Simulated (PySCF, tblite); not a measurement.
# C7H6O: vibronic structure

Wanted: vibronic structure for C7H6O (`O=c1cccccc1`).

Computed with tblite 0.8.0 and PySCF 2.14.0 and routines of our own; the level stands in each step. Atoms count from 0.

## 1. The starting structure

14 atoms, charge 0, multiplicity 1; geometry from: force field or distance geometry start.

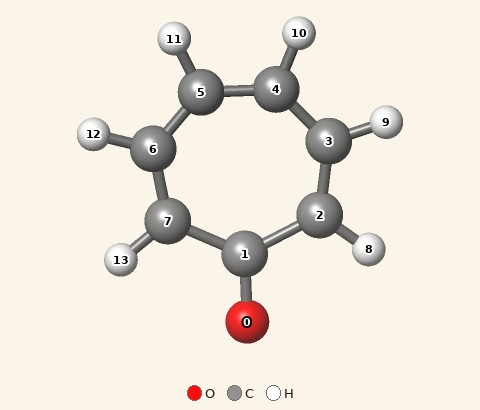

The starting geometry (oxygen red, carbon grey, hydrogen white).

## 2. Geometry optimisation with GFN2-xTB

The job: settings as JSON, then the geometry in Å.

```
{"job": {"kind": "relax", "xc": "GFN2-xTB", "basis": "xTB"}, "charge": 0, "multiplicity": 1}
O      1.883800    -2.120900    -0.109200
C      1.063700    -1.202800    -0.072200
C      1.653000     0.190400    -0.044200
C      0.926600     1.327400    -0.008100
C     -0.403700     1.462700     0.052000
C     -1.410500     0.575000     0.052000
C     -1.421700    -0.759200     0.020300
C     -0.385300    -1.604800    -0.022900
H      2.732000     0.259000    -0.078000
H      1.503600     2.243900     0.008600
H     -0.736000     2.505900     0.077200
H     -2.404800     1.026400     0.097300
H     -2.415700    -1.225800     0.053600
H     -0.585600    -2.677700    -0.048500
```

Run with:

```
$ OMP_NUM_THREADS=1 python excited_run.py task.json out
```

The driver reads the jobs from task.json and runs them one after another.

Output:

```text
step      E/eV     max force
  0    -599.07498    3.827
  1    -599.37186    1.793
  2    -599.47770    0.887
  3    -599.54105    0.730
  4    -599.59041    0.754
  5    -599.62806    0.492
  6    -599.64381    0.395
  7    -599.65581    0.325
  8    -599.66265    0.190
  9    -599.66544    0.106
 10    -599.66595    0.116
 11    -599.66620    0.056
 12    -599.66653    0.061
 13    -599.66690    0.062
 14    -599.66709    0.040
 15    -599.66715    0.019
 16    -599.66716    0.010
```

Wall time 0.09 s (1 thread of Arm Neoverse V1, shared host).

The steps of the relaxation:

```csv
step,energy from step 0 (eV),largest force (eV/Å)
0,0.0000,3.8267
1,-0.2969,1.7932
2,-0.4027,0.8868
3,-0.4661,0.7298
4,-0.5154,0.7541
5,-0.5531,0.4917
6,-0.5688,0.3949
7,-0.5808,0.3252
8,-0.5877,0.1902
9,-0.5905,0.1059
10,-0.5910,0.1162
11,-0.5912,0.0558
12,-0.5915,0.0609
13,-0.5919,0.0620
14,-0.5921,0.0401
15,-0.5922,0.0189
16,-0.5922,0.0097
```

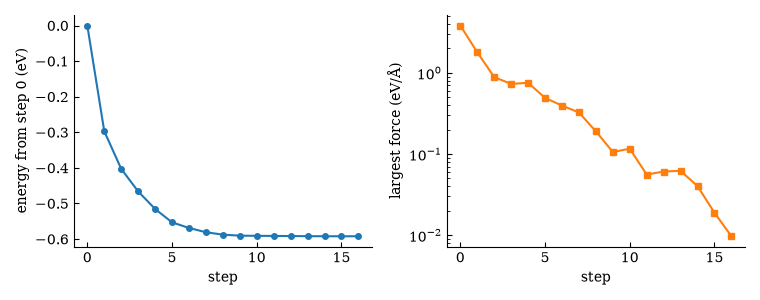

Energy and largest force along the relaxation.

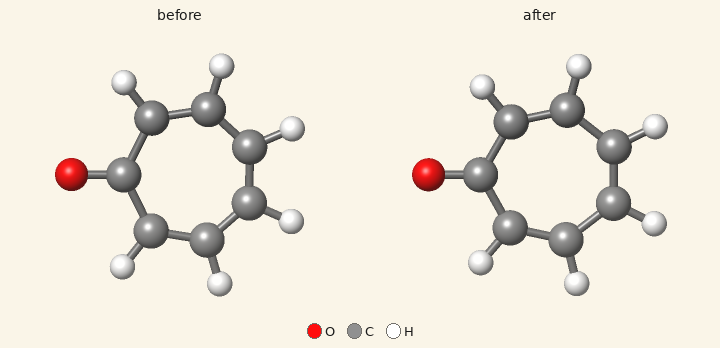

The geometry before (left) and after (right).

Distances of close pairs at the start and the end, largest changes first:

```
  bond  before (Å)  after (Å)  change (Å)
 C5–C6       1.335      1.421      +0.087
 C3–C4       1.339      1.421      +0.083
 C1–C2       1.513      1.461      -0.052
 C1–C7       1.505      1.461      -0.043
 C4–C5       1.342      1.357      +0.014
C6–H12       1.099      1.084      -0.014
 C6–C7       1.338      1.351      +0.012
C4–H10       1.095      1.083      -0.012
```

The end geometry stands in the next job.

## 3. Infrared spectrum with GFN2-xTB

The job: settings as JSON, then the geometry in Å.

```
{"job": {"kind": "ir", "xc": "GFN2-xTB", "basis": "xTB"}, "charge": 0, "multiplicity": 1}
O      1.923453    -2.168966    -0.115004
C      1.110886    -1.252725    -0.066641
C      1.590520     0.127186    -0.048189
C      0.926992     1.302746     0.000549
C     -0.471122     1.553359     0.048662
C     -1.485812     0.653090     0.059862
C     -1.403715    -0.765368     0.025131
C     -0.316091    -1.564398    -0.028785
H      2.673726     0.167646    -0.079442
H      1.539070     2.197866     0.003551
H     -0.745184     2.600570     0.080750
H     -2.492547     1.050169     0.100140
H     -2.365287    -1.266311     0.045644
H     -0.485566    -2.635337    -0.048395
```

Output:

```text
mode    cm-1     km/mol
  1      36.5      6.22
  2     211.2      0.01
  3     294.1      0.43
  4     370.4      2.69
  5     380.0      5.73
  6     493.7      7.61
  7     535.4      0.01
  8     552.9     11.22
  9     726.6      0.58
 10     776.7     45.92
 11     818.3      0.11
 12     821.6     11.26
 13     839.3      0.38
 14     889.7     14.14
 15     939.8      0.02
 16     950.9      0.03
 17     968.6      0.01
 18     979.7      0.50
 19    1055.8      1.70
 20    1218.5     13.31
 21    1242.2      3.42
 22    1284.3      0.56
 23    1291.0      5.56
 24    1361.8      1.77
 25    1384.7      2.30
 26    1441.0      0.84
 27    1534.4    104.10
 28    1619.9      3.21
 29    1632.1    113.46
 30    1649.6    320.87
 31    3035.5      6.12
 32    3035.9     15.84
 33    3051.0      0.18
 34    3055.6     17.29
 35    3056.9     46.94
 36    3067.1     31.17
```

Run time: 0.37 s. Hardware: 1 thread of Arm Neoverse V1, shared host.

The strongest bands and the atoms that carry them (share of the mass-weighted mode):

| cm⁻¹ | km/mol | atoms |
| --- | --- | --- |
| 777 | 45.9 | C1 29 %, H10 19 %, H11 19 % |
| 1534 | 104.1 | C4 28 %, C5 28 %, C3 12 %, C6 11 % |
| 1632 | 113.5 | C1 21 %, O0 19 % |
| 1650 | 320.9 | C1 38 %, O0 18 % |
| 3036 | 15.8 | H9 72 %, H8 10 % |
| 3056 | 17.3 | H13 45 %, H8 33 % |
| 3057 | 46.9 | H8 33 %, H13 19 %, H11 14 %, H10 10 % |
| 3067 | 31.2 | H10 41 %, H11 40 % |

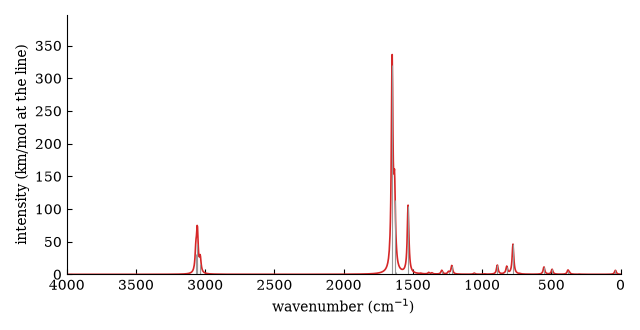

The infrared spectrum from these modes, unscaled. Lines are broadened to a width of 14 cm⁻¹ (Lorentzian).

## 4. Vibronic structure: TDDFT PBE0/def2-SVP

The job, as its differences from that of step 3:

```diff
@@ -1,2 +1,2 @@
-{"job": {"kind": "ir", "xc": "GFN2-xTB", "basis": "xTB"}, "charge": 0, "multiplicity": 1}
+{"job": {"kind": "vib", "xc": "PBE0", "basis": "def2-SVP", "tda": false}, "charge": 0, "multiplicity": 1}
 O      1.923453    -2.168966    -0.115004
```

With the program's defaults for keys left out, this is: TDDFT PBE0/def2-SVP vertical-gradient vibronic structure (displaced harmonic oscillators, Condon), gas phase.

Output:

```text
final grid: 56272 points
cycle   1  E = -344.7354299673  dE =  1.416e+00  |g| = 8.062e-01  |ddm| = 4.597e+00
cycle   2  E = -342.0584054750  dE =  2.677e+00  |g| = 2.695e+00  |ddm| = 3.289e+00
cycle   3  E = -344.7862020933  dE = -2.728e+00  |g| = 5.424e-01  |ddm| = 3.301e+00
cycle   4  E = -344.8689856435  dE = -8.278e-02  |g| = 2.253e-01  |ddm| = 7.670e-01
cycle   5  E = -344.8740680540  dE = -5.082e-03  |g| = 1.542e-01  |ddm| = 4.078e-01
cycle   6  E = -344.8812348055  dE = -7.167e-03  |g| = 2.017e-02  |ddm| = 1.949e-01
cycle   7  E = -344.8813325710  dE = -9.777e-05  |g| = 6.331e-03  |ddm| = 2.782e-02
cycle   8  E = -344.8813429816  dE = -1.041e-05  |g| = 1.571e-03  |ddm| = 1.185e-02
cycle   9  E = -344.8813436535  dE = -6.719e-07  |g| = 6.834e-04  |ddm| = 3.065e-03
cycle  10  E = -344.8813437564  dE = -1.029e-07  |g| = 2.919e-04  |ddm| = 9.148e-04
cycle  11  E = -344.8813437826  dE = -2.624e-08  |g| = 5.268e-05  |ddm| = 7.698e-04
cycle  12  E = -344.8813437834  dE = -8.093e-10  |g| = 1.622e-05  |ddm| = 2.062e-04
converged SCF energy = -344.8813437834

Singlet excitations (eV, f): 3.414 (0.0001)  3.700 (0.0000)  3.832 (0.0680)  4.811 (0.0782)  6.119 (0.0020)  6.453 (0.7120)

State S1  3.4139 eV  f = 0.00014  H-1->L 1.00
  relaxed dipole 0.470 D, largest gradient of the excitation energy 0.0744 Eh/bohr
  mode    cm-1        S   lambda/meV  Raman
   27   1534.4    2.2089     420.2   1.000
    9    726.6    0.6025      54.3   0.061
   30   1649.6    0.2272      46.5   0.119
   25   1384.7    0.1474      25.3   0.054
   18    979.7    0.0349       4.2   0.006
   29   1632.1    0.0140       2.8   0.007
   12    821.6    0.0151       1.5   0.002
   22   1284.3    0.0090       1.4   0.003
    4    370.4    0.0204       0.9   0.001
  reorganisation energy 0.5594 eV, total S 3.286, 0-0 2.8544 eV
  absorption maximum 3.234 eV, width 0.600 eV

State S4  4.8106 eV  f = 0.07816  H->L+1 0.70, H-2->L 0.28
  relaxed dipole 4.591 D, largest gradient of the excitation energy 0.0440 Eh/bohr
  mode    cm-1        S   lambda/meV  Raman
   27   1534.4    0.3907      74.3   1.000
    9    726.6    0.3704      33.4   0.213
   30   1649.6    0.1108      22.7   0.328
   18    979.7    0.1314      16.0   0.137
   21   1242.2    0.0321       5.0   0.054
   29   1632.1    0.0107       2.2   0.031
   22   1284.3    0.0080       1.3   0.014
    4    370.4    0.0111       0.5   0.002
  reorganisation energy 0.1564 eV, total S 1.069, 0-0 4.6542 eV
  absorption maximum 4.654 eV, width 0.222 eV

State S6  6.4532 eV  f = 0.71196  H-2->L 0.69, H->L+1 0.27
  relaxed dipole 4.033 D, largest gradient of the excitation energy 0.0432 Eh/bohr
  mode    cm-1        S   lambda/meV  Raman
   27   1534.4    0.4067      77.4   1.000
   30   1649.6    0.1048      21.4   0.298
   18    979.7    0.1320      16.0   0.132
   12    821.6    0.1360      13.8   0.096
    9    726.6    0.1388      12.5   0.077
    4    370.4    0.1326       6.1   0.019
   29   1632.1    0.0243       4.9   0.068
   21   1242.2    0.0244       3.8   0.039
   28   1619.9    0.0107       2.1   0.029
  reorganisation energy 0.1608 eV, total S 1.129, 0-0 6.2924 eV
  absorption maximum 6.292 eV, width 0.226 eV

State T1  2.3319 eV  f = 0.00000  H->L 0.96
  relaxed dipole 3.307 D, largest gradient of the excitation energy 0.0970 Eh/bohr
  mode    cm-1        S   lambda/meV  Raman
   27   1534.4    2.5416     483.5   1.000
    4    370.4    0.3483      16.0   0.008
   25   1384.7    0.0704      12.1   0.023
   22   1284.3    0.0489       7.8   0.013
    9    726.6    0.0159       1.4   0.001
   18    979.7    0.0068       0.8   0.001
  reorganisation energy 0.5236 eV, total S 3.042, 0-0 1.8083 eV
  absorption maximum 2.188 eV, width 0.600 eV
```

It took 35 s on 1 thread of Arm Neoverse V1, shared host; peak memory 0.7 GiB.

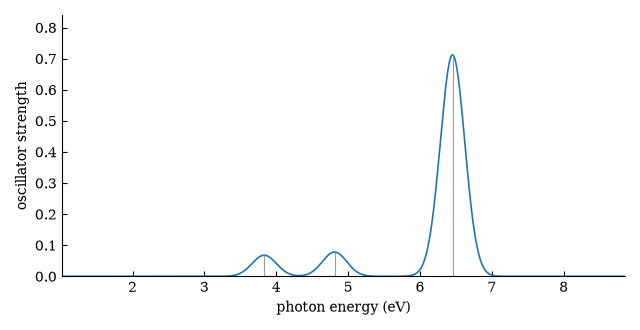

Absorption lines of the singlets. Lines are broadened to a width of 0.40 eV (Gaussian).

## 5. Vibronic structure: TDDFT PBE0/def2-SVP

The job, as its differences from that of step 4:

```diff
@@ -1,2 +1,2 @@
-{"job": {"kind": "vib", "xc": "PBE0", "basis": "def2-SVP", "tda": false}, "charge": 0, "multiplicity": 1}
+{"job": {"kind": "vib", "xc": "PBE0", "basis": "def2-SVP", "tda": false, "temperature": 200, "fwhm_ev": 0.15, "nstates": 2}, "charge": 0, "multiplicity": 1}
 O      1.923453    -2.168966    -0.115004
```

Level: TDDFT PBE0/def2-SVP vertical-gradient vibronic structure (displaced harmonic oscillators, Condon), gas phase.

Output:

```text
final grid: 56272 points
cycle   1  E = -344.7354299673  dE =  1.416e+00  |g| = 8.062e-01  |ddm| = 4.597e+00
cycle   2  E = -342.0584054750  dE =  2.677e+00  |g| = 2.695e+00  |ddm| = 3.289e+00
cycle   3  E = -344.7862020933  dE = -2.728e+00  |g| = 5.424e-01  |ddm| = 3.301e+00
cycle   4  E = -344.8689856435  dE = -8.278e-02  |g| = 2.253e-01  |ddm| = 7.670e-01
cycle   5  E = -344.8740680540  dE = -5.082e-03  |g| = 1.542e-01  |ddm| = 4.078e-01
cycle   6  E = -344.8812348055  dE = -7.167e-03  |g| = 2.017e-02  |ddm| = 1.949e-01
cycle   7  E = -344.8813325710  dE = -9.777e-05  |g| = 6.331e-03  |ddm| = 2.782e-02
cycle   8  E = -344.8813429816  dE = -1.041e-05  |g| = 1.571e-03  |ddm| = 1.185e-02
cycle   9  E = -344.8813436535  dE = -6.719e-07  |g| = 6.834e-04  |ddm| = 3.065e-03
cycle  10  E = -344.8813437564  dE = -1.029e-07  |g| = 2.919e-04  |ddm| = 9.148e-04
cycle  11  E = -344.8813437826  dE = -2.624e-08  |g| = 5.268e-05  |ddm| = 7.698e-04
cycle  12  E = -344.8813437834  dE = -8.093e-10  |g| = 1.622e-05  |ddm| = 2.062e-04
converged SCF energy = -344.8813437834

Singlet excitations (eV, f): 3.414 (0.0001)  3.700 (0.0000)

State S1  3.4139 eV  f = 0.00014  H-1->L 1.00
  relaxed dipole 0.470 D, largest gradient of the excitation energy 0.0744 Eh/bohr
  mode    cm-1        S   lambda/meV  Raman
   27   1534.4    2.2089     420.2   1.000
    9    726.6    0.6025      54.3   0.061
   30   1649.6    0.2272      46.5   0.119
   25   1384.7    0.1474      25.3   0.054
   18    979.7    0.0349       4.2   0.006
   29   1632.1    0.0140       2.8   0.007
   12    821.6    0.0151       1.5   0.002
   22   1284.3    0.0090       1.4   0.003
    4    370.4    0.0204       0.9   0.001
  reorganisation energy 0.5594 eV, total S 3.286, 0-0 2.8544 eV
  absorption maximum 3.424 eV, width 0.764 eV

State T1  2.3319 eV  f = 0.00000  H->L 0.96
  relaxed dipole 3.307 D, largest gradient of the excitation energy 0.0970 Eh/bohr
  mode    cm-1        S   lambda/meV  Raman
   27   1534.4    2.5416     483.5   1.000
    4    370.4    0.3483      16.0   0.008
   25   1384.7    0.0704      12.1   0.023
   22   1284.3    0.0489       7.8   0.013
    9    726.6    0.0159       1.4   0.001
   18    979.7    0.0068       0.8   0.001
  reorganisation energy 0.5236 eV, total S 3.042, 0-0 1.8083 eV
  absorption maximum 2.202 eV, width 0.694 eV
```

Wall time 20 s (1 thread of Arm Neoverse V1, shared host); peak memory 0.92 GiB.

## 6. Outcome

| quantity | value |
| --- | --- |
| strongest single infrared mode (GFN2-xTB) | 1650 cm⁻¹, 321 km/mol |
| zero-point energy (GFN2-xTB) | 66.6 kcal/mol |
| S1: vertical, reorganisation, 0-0, total S (step 4, TDDFT PBE0/def2-SVP, modes from GFN2-xTB) | 3.41, 0.56, 2.85 eV; 3.3 |
| S4: vertical, reorganisation, 0-0, total S (step 4, TDDFT PBE0/def2-SVP, modes from GFN2-xTB) | 4.81, 0.16, 4.65 eV; 1.1 |
| S6: vertical, reorganisation, 0-0, total S (step 4, TDDFT PBE0/def2-SVP, modes from GFN2-xTB) | 6.45, 0.16, 6.29 eV; 1.1 |
| S1: vertical, reorganisation, 0-0, total S (step 5, TDDFT PBE0/def2-SVP, modes from GFN2-xTB) | 3.41, 0.56, 2.85 eV; 3.3 |
| T1: vertical, reorganisation, 0-0, total S (step 5, TDA PBE0/def2-SVP, modes from GFN2-xTB) | 2.33, 0.52, 1.81 eV; 3.0 |

In words: No mode is imaginary among the 36: a minimum at this level. The strongest single mode, at 1650 cm⁻¹, is spread over many atoms; the largest shares are those of C1, O0. GFN2-xTB is a fitted tight-binding method: band positions and strengths are rough. Its intensities can rank the bands wrongly. The vibronic model keeps the ground-state modes (from xTB) and shifts them along the gradient alone, so it can miss much of the relaxation that a full optimisation finds.
